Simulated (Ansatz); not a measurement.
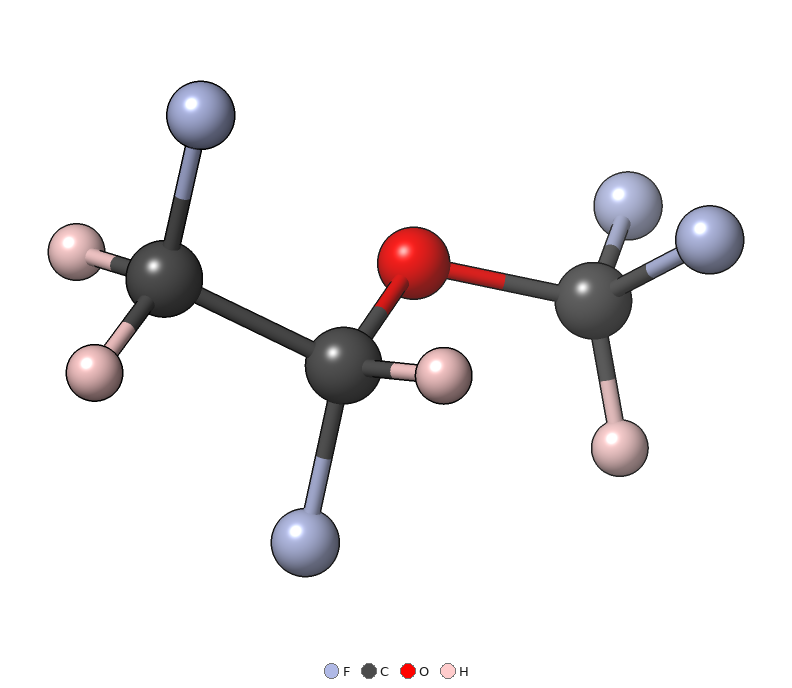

Rendered structure (ball-and-stick style).

Description:

The molecule is C₃H₄F₄O. Its SMILES string is `FC[C@@H](F)OC(F)F`. It has no ring. Among its groups: ether, C–F bond. This geometry has C1 symmetry. Coordination: 3 C tetrahedral; 1 O bent.

More results for the same structure follow; atom numbers are the same in all pictures, views and colours differ. The computed structure is the end point of a PBE0-D4/def2-TZVP optimisation.

## Geometry

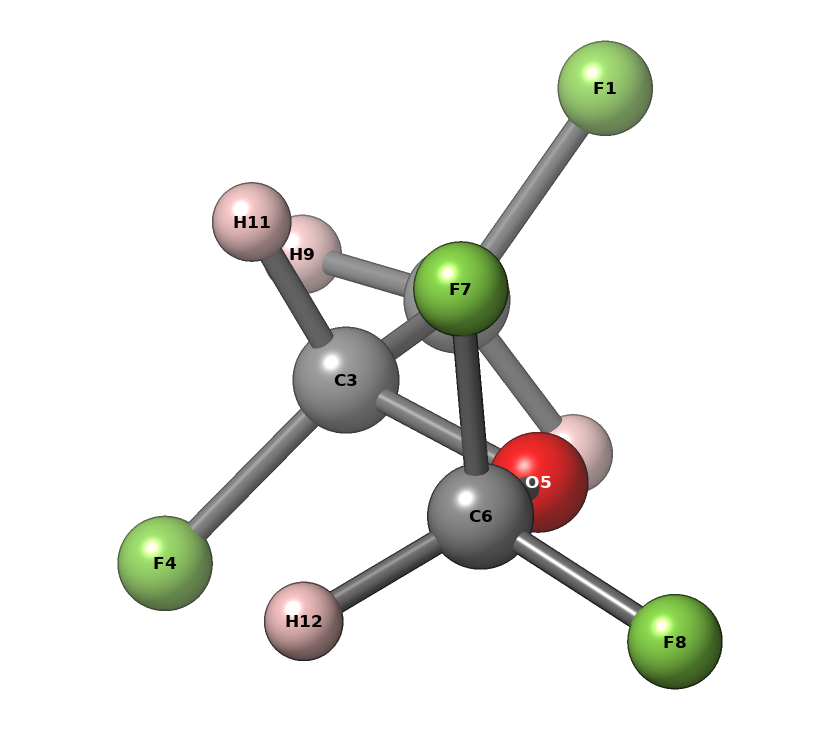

O5 lies behind C6. The molecule seen a little off the C6–O5 bond, C6 in front. Atoms fade into the background with distance from the viewer.

What is the torsion angle F7–C6–O5–C3? The sign is positive where the front bond must turn clockwise to cover the back bond.

Answer. −70°, synclinal (gauche).

## Charges

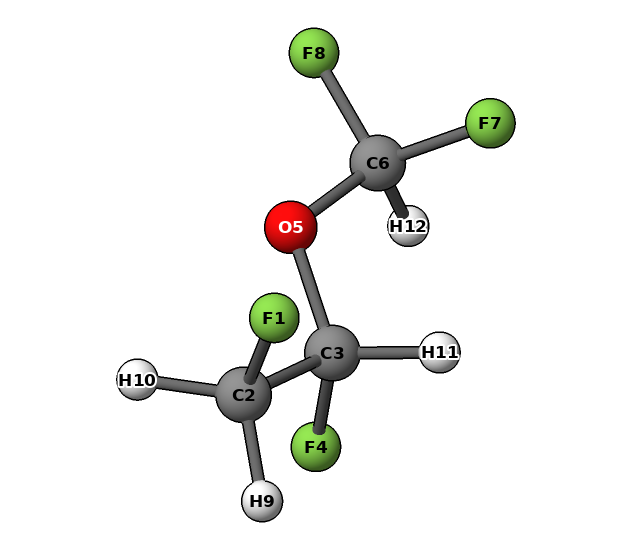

The questions are on Mulliken charges. Properties computed with RKS ωB97M-V/def2-TZVPP (Ansatz 0.2.0).

Give the Mulliken charges atom by atom.

```json
{"atom": "F1", "value (e)": "−0.21"}
{"atom": "C2", "value (e)": "0.05"}
{"atom": "C3", "value (e)": "0.18"}
{"atom": "F4", "value (e)": "−0.21"}
{"atom": "O5", "value (e)": "−0.23"}
{"atom": "C6", "value (e)": "0.34"}
{"atom": "F7", "value (e)": "−0.18"}
{"atom": "F8", "value (e)": "−0.17"}
{"atom": "H9", "value (e)": "0.10"}
{"atom": "H10", "value (e)": "0.11"}
{"atom": "H11", "value (e)": "0.12"}
{"atom": "H12", "value (e)": "0.11"}
```

## Vibrations

Harmonic vibrations computed with RKS PBE0-D4/def2-TZVP (Ansatz 0.2.0) at a stationary point of the same level.

How many vibrational modes are there, and where do they lie?

Answer. 30 modes: 41, 70, 115, 186, 230, 394, 446, 485, 573, 582, 710, 949, 1063, 1104, 1120, 1131, 1171, 1194, 1211, 1276, 1346, 1374, 1403, 1426, 1467, 1493, 3074, 3084, 3103, 3138 cm⁻¹.

## Dipole moment

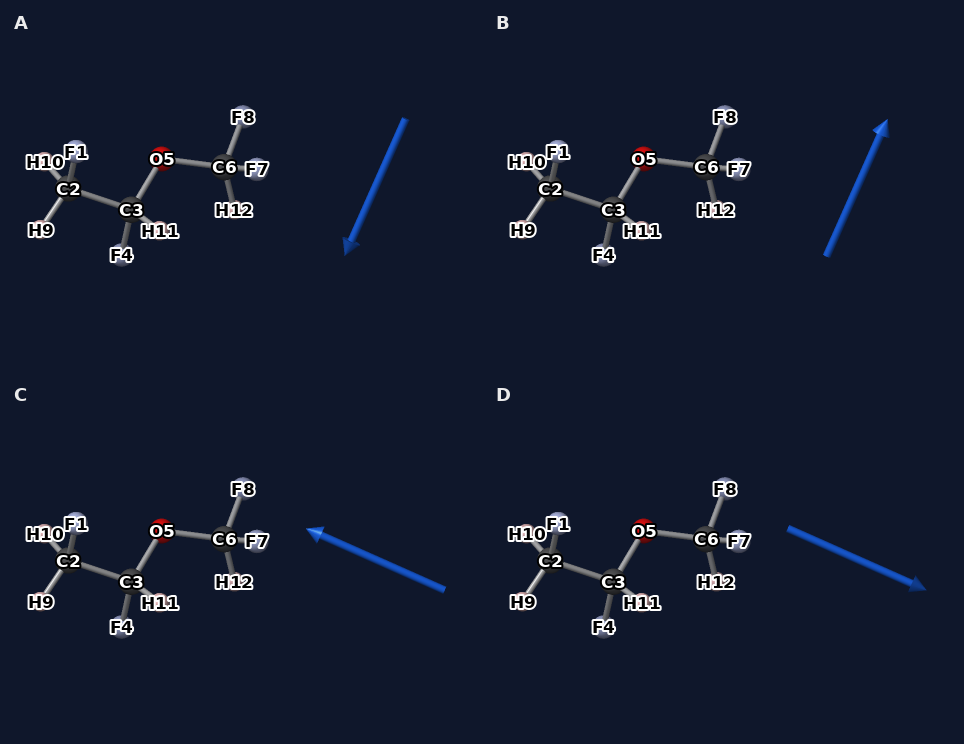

The same molecule four times, each with an arrow. Properties computed with RKS B3LYP-D4/def2-TZVPP (Ansatz 0.2.0).

Which arrow points along the dipole moment, from the negative to the positive end?

Answer. A. The dipole moment is 2.20 D; it points from the side of F8 to the side of F4, H9 (the outermost atoms at the two ends).

Mulliken values depend strongly on the basis set and can even reverse the polarity of a bond.
